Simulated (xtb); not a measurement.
## GeBrCl: geometry relaxation (part 2 of 2)

The same run, continued: GeBrCl, SMILES [Cl][Ge][Br]; GFN2-xTB (xtb 6.7.1 later snapshot). The geometry comes from this level: PBE0-D4/def2-TZVP.

Geometry of the input (Å):
```
Cl 0.4169  1.6509  0.3990
Ge -0.8508  0.0934  -0.4522
Br 0.4230  -1.8090  0.0400
```

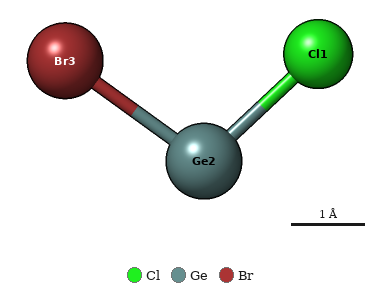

Figure 1. The geometry at step 4 of the log (ball-and-stick view, seen on its broad side; atoms are numbered from 1 in the order of the input).

What the program printed, continued:
```
........................................................................
.............................. CYCLE    6 ..............................
........................................................................

 iter      E             dE          RMSdq      gap      omega  full diag
   1    -10.7096430 -0.107096E+02  0.220E-01    3.51       0.0  T
   2    -10.7096436 -0.551984E-06  0.215E-01    3.52       1.0  T
   3    -10.7096472 -0.358318E-05  0.112E-01    3.51       1.0  T
   4    -10.7096472 -0.470615E-08  0.386E-02    3.51       1.5  T
   5    -10.7096474 -0.237539E-06  0.595E-03    3.51       9.7  T
   6    -10.7096474 -0.192131E-07  0.243E-03    3.51      23.8  T
   7    -10.7096474 -0.349287E-08  0.945E-04    3.51      61.1  T
   8    -10.7096474 -0.640375E-09  0.637E-04    3.51      90.6  T
     SCC iter.                  ...        0 min,  0.001 sec
     gradient                   ...        0 min,  0.001 sec
 * total energy  :   -10.7053979 Eh     change       -0.2795122E-05 Eh
   gradient norm :     0.0015078 Eh/α   predicted    -0.7976959E-05 ( 185.39%)
   displ. norm   :     0.0069675 α      lambda       -0.6933602E-05
   maximum displ.:     0.0066091 α      in ANC's #3, #2, #1, ...

........................................................................
.............................. CYCLE    7 ..............................
........................................................................

 iter      E             dE          RMSdq      gap      omega  full diag
   1    -10.7095531 -0.107096E+02  0.641E-02    3.51       0.0  T
   2    -10.7095536 -0.495312E-06  0.753E-02    3.50       1.0  T
   3    -10.7095544 -0.830406E-06  0.484E-02    3.50       1.2  T
   4    -10.7095542  0.278009E-06  0.426E-02    3.50       1.4  T
   5    -10.7095546 -0.416162E-06  0.396E-03    3.51      14.6  T
   6    -10.7095546 -0.731217E-08  0.138E-03    3.51      41.8  T
   7    -10.7095546 -0.159913E-08  0.111E-03    3.51      52.0  T
   8    -10.7095546 -0.100327E-08  0.610E-04    3.51      94.6  T
   9    -10.7095546 -0.211610E-09  0.345E-04    3.51     167.5  T
     SCC iter.                  ...        0 min,  0.001 sec
     gradient                   ...        0 min,  0.001 sec
 * total energy  :   -10.7054027 Eh     change       -0.4871079E-05 Eh
   gradient norm :     0.0001420 Eh/α   predicted    -0.3466694E-05 ( -28.83%)
   displ. norm   :     0.0017222 α      lambda       -0.1210843E-06
   maximum displ.:     0.0013699 α      in ANC's #1, #2, #3, ...

........................................................................
.............................. CYCLE    8 ..............................
........................................................................

 iter      E             dE          RMSdq      gap      omega  full diag
   1    -10.7095499 -0.107095E+02  0.183E-02    3.51       0.0  T
   2    -10.7095499 -0.312480E-07  0.130E-02    3.50       4.5  T
   3    -10.7095500 -0.440994E-08  0.684E-03    3.51       8.4  T
   4    -10.7095499  0.111281E-07  0.798E-03    3.50       7.2  T
   5    -10.7095500 -0.170994E-07  0.104E-03    3.50      55.7  T
   6    -10.7095500 -0.817804E-09  0.543E-04    3.50     106.3  T
   7    -10.7095500 -0.165048E-09  0.134E-04    3.50     430.3  T
     SCC iter.                  ...        0 min,  0.001 sec
     gradient                   ...        0 min,  0.001 sec
 * total energy  :   -10.7054028 Eh     change       -0.5306107E-07 Eh
   gradient norm :     0.0000780 Eh/α   predicted    -0.6175204E-07 (  16.38%)
   displ. norm   :     0.0004273 α      lambda       -0.2137912E-07
   maximum displ.:     0.0003985 α      in ANC's #2, #3, #1, ...

   *** GEOMETRY OPTIMIZATION CONVERGED AFTER 8 ITERATIONS ***

------------------------------------------------------------------------
 total energy gain   :        -0.0001552 Eh       -0.0974 kcal/mol
 total RMSD          :         0.0231291 a0        0.0122 Å
 total power (kW/mol):        -0.0509282 (step)  -19.2631 (real)
------------------------------------------------------------------------

 ANCopt (total)                0 d,  0 h,  0 min,  0.021 sec
 optimizer setup                ...        0 min,  0.000 sec (  0.377%)
 model hessian                  ...        0 min,  0.000 sec (  0.163%)
 ANC generation                 ...        0 min,  0.000 sec (  0.172%)
 coordinate transformation      ...        0 min,  0.000 sec (  0.161%)
 single point calculation       ...        0 min,  0.020 sec ( 94.483%)
 optimization log               ...        0 min,  0.000 sec (  2.026%)
 hessian update                 ...        0 min,  0.000 sec (  0.133%)
 rational function              ...        0 min,  0.000 sec (  1.411%)

================
 final structure:
================
3
 xtb: 6.7.1
Cl           0.40965870312658        1.64439189088415        0.39438793937551
Ge          -0.84761085230195        0.10833706071375       -0.44890477496911
Br           0.42705214917537       -1.81742895159790        0.04131683559360

 Bond Distances (Angstroems)
 ---------------------------
Cl1-Ge2=2.1567       Ge2-Cl1=2.1567       Ge2-Br3=2.3609       Br3-Ge2=2.3609
 Ge Cl Rav=2.1567 sigma=0.0000  Rmin=2.1567  Rmax=2.1567     1
 Br Ge Rav=2.3609 sigma=0.0000  Rmin=2.3609  Rmax=2.3609     1

 selected bond angles (degree)
 --------------------
Br3-Ge2-Cl1=100.66

 selected dihedral angles (degree)
 ---------------------------------

           -------------------------------------------------
          |                Final Singlepoint                |
           -------------------------------------------------

          ...................................................
          :                      SETUP                      :
          :.................................................:
          :  # basis functions                  30          :
          :  # atomic orbitals                  27          :
          :  # shells                            9          :
          :  # electrons                        18          :
          :  max. iterations                   250          :
          :  Hamiltonian                  GFN2-xTB          :
          :  restarted?                      false          :
          :  GBSA solvation                  false          :
          :  PC potential                    false          :
          :  electronic temp.          300.0000000     K    :
          :  accuracy                    1.0000000          :
          :  -> integral cutoff          0.2500000E+02      :
          :  -> integral neglect         0.1000000E-07      :
          :  -> SCF convergence          0.1000000E-05 Eh   :
          :  -> wf. convergence          0.1000000E-03 e    :
          :  Broyden damping             0.4000000          :
          :  net charge                          0          :
          :  unpaired electrons                  0          :
          ...................................................

 iter      E             dE          RMSdq      gap      omega  full diag
   1    -10.7095500 -0.107095E+02  0.836E-05    3.50       0.0  T
   2    -10.7095500 -0.237144E-11  0.721E-05    3.50     801.0  T
   3    -10.7095500 -0.412648E-11  0.494E-05    3.50    1169.0  T

   *** convergence criteria satisfied after 3 iterations ***

         #    Occupation            Energy/Eh            Energy/eV
      -------------------------------------------------------------
         1        2.0000           -1.0679442             -29.0602
       ...           ...                  ...                  ...
         3        2.0000           -0.6690885             -18.2068
         4        2.0000           -0.4732293             -12.8772
         5        2.0000           -0.4631062             -12.6018
         6        2.0000           -0.4608145             -12.5394
         7        2.0000           -0.4311741             -11.7328
         8        2.0000           -0.4276629             -11.6373
         9        2.0000           -0.4218005             -11.4778 (HOMO)
        10                         -0.2930066              -7.9731 (LUMO)
        11                         -0.1973832              -5.3711
        12                         -0.1813227              -4.9340
        13                         -0.0206500              -0.5619
        14                         -0.0042634              -0.1160
       ...                                ...                  ...
        27                          1.2000759              32.6557
      -------------------------------------------------------------
                  HL-Gap            0.1287939 Eh            3.5047 eV
             Fermi-level           -0.3574035 Eh           -9.7254 eV

 SCC (total)                   0 d,  0 h,  0 min,  0.002 sec
 SCC setup                      ...        0 min,  0.000 sec (  2.279%)
 Dispersion                     ...        0 min,  0.000 sec (  0.634%)
 classical contributions        ...        0 min,  0.000 sec (  0.248%)
 integral evaluation            ...        0 min,  0.001 sec ( 28.091%)
 iterations                     ...        0 min,  0.000 sec ( 26.841%)
 molecular gradient             ...        0 min,  0.001 sec ( 37.873%)
 printout                       ...        0 min,  0.000 sec (  2.398%)

         :::::::::::::::::::::::::::::::::::::::::::::::::::::
         ::                     SUMMARY                     ::
         :::::::::::::::::::::::::::::::::::::::::::::::::::::
         :: total energy             -10.705402783073 Eh    ::
         :: gradient norm              0.000077800523 Eh/a0 ::
         :: HOMO-LUMO gap              3.504659783720 eV    ::
         ::.................................................::
         :: SCC energy               -10.709549921827 Eh    ::
         :: -> isotropic ES           -0.013184859512 Eh    ::
         :: -> anisotropic ES         -0.000006990696 Eh    ::
         :: -> anisotropic XC         -0.016350937883 Eh    ::
         :: -> dispersion             -0.002528994935 Eh    ::
         :: repulsion energy           0.004147138755 Eh    ::
         :: add. restraining           0.000000000000 Eh    ::
         :: total charge              -0.000000000000 e     ::
         :::::::::::::::::::::::::::::::::::::::::::::::::::::

           -------------------------------------------------
          |                Property Printout                |
           -------------------------------------------------

    * Orbital Energies and Occupations

         #    Occupation            Energy/Eh            Energy/eV
      -------------------------------------------------------------
         1        2.0000           -1.0679442             -29.0602
         2        2.0000           -0.8360348             -22.7497
         3        2.0000           -0.6690885             -18.2068
         4        2.0000           -0.4732293             -12.8772
         5        2.0000           -0.4631062             -12.6018
         6        2.0000           -0.4608145             -12.5394
         7        2.0000           -0.4311741             -11.7328
         8        2.0000           -0.4276629             -11.6373
         9        2.0000           -0.4218005             -11.4778 (HOMO)
        10                         -0.2930066              -7.9731 (LUMO)
        11                         -0.1973832              -5.3711
        12                         -0.1813227              -4.9340
        13                         -0.0206500              -0.5619
        14                         -0.0042634              -0.1160
        15                          0.0034479               0.0938
        16                          0.0059786               0.1627
        17                          0.0072256               0.1966
        18                          0.0121517               0.3307
        19                          0.0224768               0.6116
        20                          0.0257174               0.6998
       ...                                ...                  ...
        27                          1.2000759              32.6557
      -------------------------------------------------------------
                  HL-Gap            0.1287939 Eh            3.5047 eV
             Fermi-level           -0.3574035 Eh           -9.7254 eV

     #   Z          covCN         q      C6AA      α(0)
     1  17          0.822    -0.198   105.292    15.697
     2  32          1.649     0.395   246.787    32.862
     3  35          0.843    -0.197   190.297    22.241

 Mol. C6AA /au·bohr⁶  :       1556.121589
 Mol. C8AA /au·bohr⁸  :     105026.874518
 Mol. α(0) /au        :         70.800445

Wiberg/Mayer (AO) data.
largest (>0.10) Wiberg bond orders for each atom

 ---------------------------------------------------------------------------
     #   Z sym  total        # sym  WBO       # sym  WBO       # sym  WBO
 ---------------------------------------------------------------------------
     1  17      1.371 --     2      1.339
     2  32      2.646 --     1      1.339     3      1.307
     3  35      1.339 --     2      1.307
 ---------------------------------------------------------------------------

Topologies differ in total number of bonds
Writing topology from bond orders to xtbtopo.mol

molecular dipole:
                 x           y           z       tot (Debye)
 q only:       -0.945       0.143      -0.498
   full:       -1.600       1.527      -0.709       5.902
molecular quadrupole (traceless):
                xx          xy          yy          xz          yz          zz
 q only:        2.790      -0.089      -4.691       0.615      -0.711       1.900
  q+dip:        5.736       4.365     -10.970       1.096       0.742       5.234
   full:        5.358       4.248     -12.329      -0.589       0.253       6.971

           -------------------------------------------------
          |                Geometry Summary                 |
           -------------------------------------------------

      molecular mass/u    :      187.9840155
   center of mass at/Å    :       -0.0686937      -0.4205263      -0.0814925
  moments of inertia/u·Å² :        0.8133215E+02   0.3369194E+03   0.4182516E+03
rotational constants/cm⁻¹ :        0.2072690E+00   0.5003461E-01   0.4030501E-01

 * 1 selected distances

     #   Z          #   Z                                           value/Å
     1  17          2  32                                         2.1566953 (max)

 * 1 distinct bonds (by element types)

   Z      Z             #   av. dist./Å        max./Å        min./Å
  17 Cl  32 Ge          1     2.1566953     2.1566953     2.1566953

optimized geometry written to: xtbopt.xyz

           -------------------------------------------------
          | TOTAL ENERGY              -10.705402783073 Eh   |
          | GRADIENT NORM               0.000077800523 Eh/α |
          | HOMO-LUMO GAP               3.504659783720 eV   |
           -------------------------------------------------

------------------------------------------------------------------------
------------------------------------------------------------------------
 total:
 *  cpu-time:     0 d,  0 h,  0 min,  0.036 sec
 * ratio c/w:     1.000 speedup
 SCF:
 *  cpu-time:     0 d,  0 h,  0 min,  0.005 sec
 * ratio c/w:     1.000 speedup
 ANC optimizer:
 *  cpu-time:     0 d,  0 h,  0 min,  0.024 sec
 * ratio c/w:     1.000 speedup
```

File xtbopt.xyz:
```
3
 energy: -10.705402783073 gnorm: 0.000077800523 xtb: 6.7.1
Cl           0.40965870312658        1.64439189088415        0.39438793937551
Ge          -0.84761085230195        0.10833706071375       -0.44890477496911
Br           0.42705214917537       -1.81742895159790        0.04131683559360
```

Standard error:
```
normal termination of xtb
```

Trajectory as extended XYZ (Å, eV, eV/Å), 8 frames, from step=0 to step=7:
```
3
Properties=species:S:1:pos:R:3 step=0 energy=-291.30463
Cl    0.4169    1.6509    0.3990
Ge   -0.8508    0.0934   -0.4522
Br    0.4230   -1.8090    0.0400
3
Properties=species:S:1:pos:R:3 step=1 energy=-291.30778
Cl    0.4088    1.6478    0.3943
Ge   -0.8497    0.1137   -0.4495
Br    0.4300   -1.8262    0.0420
3
Properties=species:S:1:pos:R:3 step=2 energy=-291.30863
Cl    0.4076    1.6443    0.3933
Ge   -0.8440    0.1085   -0.4469
Br    0.4255   -1.8175    0.0405
3
Properties=species:S:1:pos:R:3 step=3 energy=-291.30836
Cl    0.4140    1.6368    0.3960
Ge   -0.8550    0.1076   -0.4530
Br    0.4301   -1.8092    0.0438
3
Properties=species:S:1:pos:R:3 step=4 energy=-291.30864
Cl    0.4090    1.6512    0.3947
Ge   -0.8459    0.1075   -0.4481
Br    0.4260   -1.8234    0.0401
3
Properties=species:S:1:pos:R:3 step=5 energy=-291.30872
Cl    0.4084    1.6421    0.3935
Ge   -0.8461    0.1093   -0.4480
Br    0.4267   -1.8162    0.0413
3
Properties=species:S:1:pos:R:3 step=6 energy=-291.30885
Cl    0.4099    1.6441    0.3945
Ge   -0.8478    0.1080   -0.4491
Br    0.4270   -1.8168    0.0414
3
Properties=species:S:1:pos:R:3 step=7 energy=-291.30885
Cl    0.4097    1.6444    0.3944
Ge   -0.8476    0.1083   -0.4489
Br    0.4270   -1.8174    0.0413
```

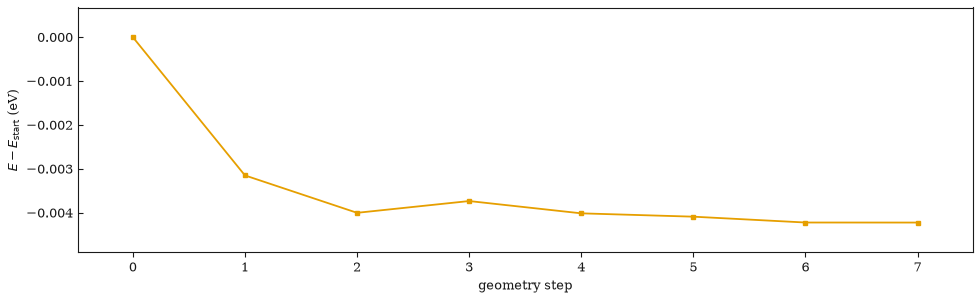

Figure 2. Progress of the relaxation, step by step (steps are counted from 0).

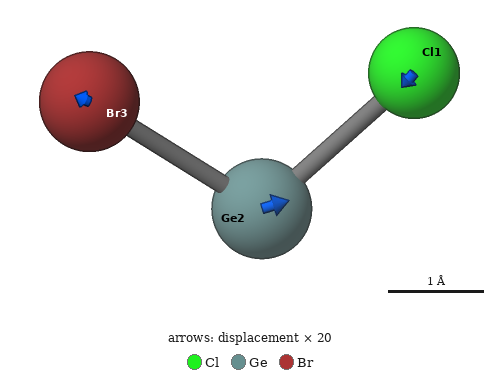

Figure 3. The starting structure with the displacements as blue arrows, magnified 20 times (ball-and-stick view, seen at a tilt). The two geometries are laid on each other by the best rigid fit. After 7 geometry steps the energy has fallen by 0.004 eV. The atom that moves furthest after the best rigid fit is Ge2 (0.016 Å). Largest moves by element: Ge 0.016 Å, Cl 0.011 Å, Br 0.009 Å. Among the contacts that change: Cl1–Ge2 2.181 → 2.157 Å, Ge2–Br3 2.342 → 2.361 Å. (Atoms are counted from 1 in the order of the input.)

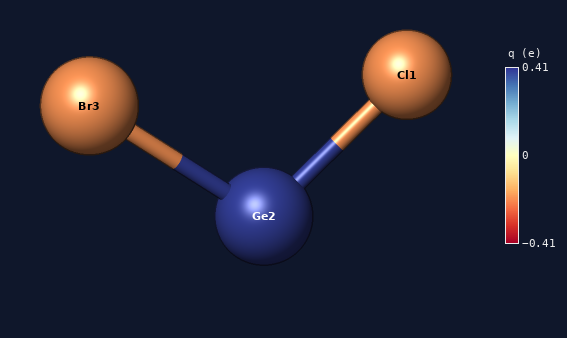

Figure 4. Mulliken charges, as the colour of each atom (ball-and-stick view, seen at a tilt; atoms are numbered from 1 in the order of the input). By element: Cl −0.20, Ge +0.40 and Br −0.20 e.
